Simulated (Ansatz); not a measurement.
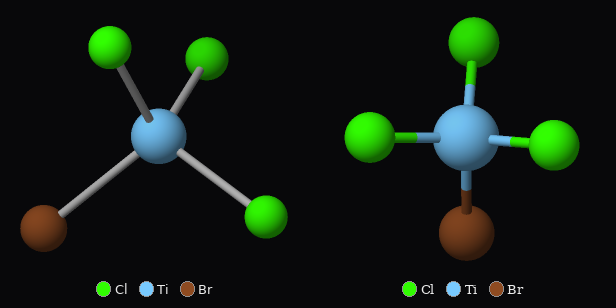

Two views of one molecule.

The species is neutral and a spin singlet. The geometry was computed by an optimisation with PBE0-D4/def2-TZVP.

Description:

It has 5 atoms: 1 titanium, 1 bromine and 3 chlorine (TiBrCl₃). Its SMILES string is `[Cl][Ti]([Cl])([Cl])[Br]`. The point group is C3v. Coordination: 1 Ti tetrahedral.

The parts below concern this one geometry. Atoms keep their numbers from picture to picture.

## Shape

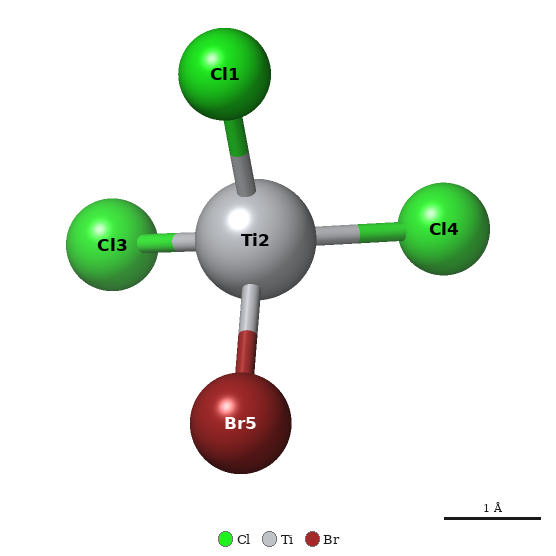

Numbered structure.

Give these bond angles: Cl1–Ti2–Cl3, Cl1–Ti2–Br5.

```json
{"angle": "Cl1–Ti2–Cl3", "degrees": "109.6"}
{"angle": "Cl1–Ti2–Br5", "degrees": "109.4"}
```

## Levels of theory compared

Program: Ansatz 0.2.0.

At this fixed geometry, give dipole (D) at these levels: B3LYP-D4/def2-TZVPP; PBE-D4/def2-TZVPP; PBE0-D4/def2-TZVP; r2SCAN-D4/def2-TZVPP; ωB97M-V/def2-TZVPP.

| level | dipole (D) |
| --- | --- |
| B3LYP-D4/def2-TZVPP | 0.16 |
| PBE-D4/def2-TZVPP | 0.18 |
| PBE0-D4/def2-TZVP | 0.20 |
| r2SCAN-D4/def2-TZVPP | 0.15 |
| ωB97M-V/def2-TZVPP | 0.06 |

## Thermal motion

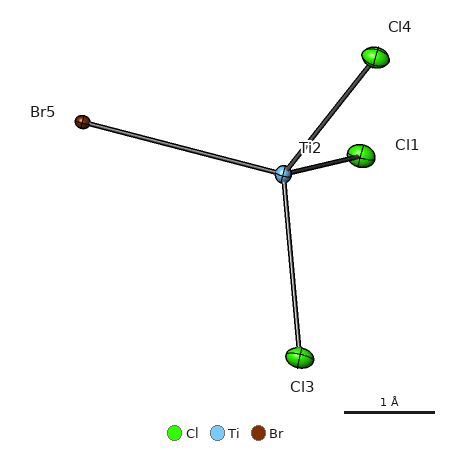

Displacement ellipsoids at the 50 % level, enlarged 2 times, from the internal vibrations of the free molecule (harmonic, no overall translation or rotation; no half-axis is drawn under 0.075 Å). Vibrations computed with RKS PBE0-D4/def2-TZVP (Ansatz 0.2.0). Temperature: 0 K (zero-point motion alone).

List U_eq and the three principal root-mean-square amplitudes for each kind of atom.

| atom | U_eq (Å²) | rms amplitudes (Å) |
| --- | --- | --- |
| Cl1, Cl3, Cl4 | 0.0019 | 0.038, 0.042, 0.051 |
| Ti2 | 0.00099 | 0.029, 0.033, 0.033 |
| Br5 | 0.00058 | 0.022, 0.022, 0.027 |

## Charges

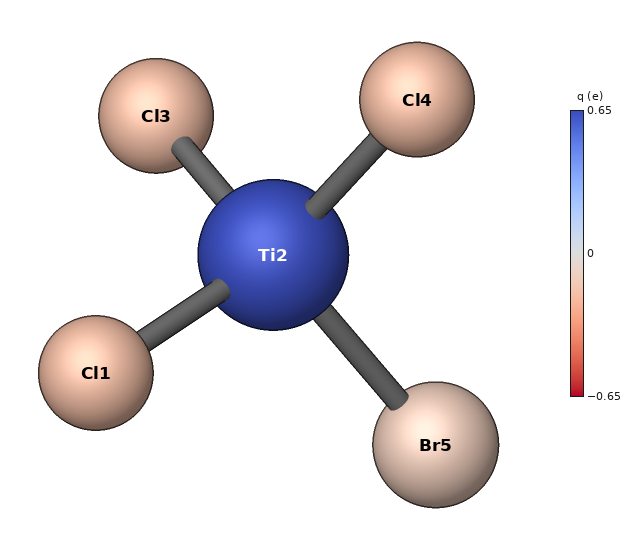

Atoms are coloured by their Mulliken charges. Properties computed with RKS r2SCAN-D4/def2-TZVPP (Ansatz 0.2.0).

Give the Mulliken charges atom by atom.

```
atom  value (e)
 Cl1      −0.17
 Ti2       0.63
 Cl3      −0.17
 Cl4      −0.17
 Br5      −0.11
```

Mulliken values depend strongly on the basis set and can even reverse the polarity of a bond.
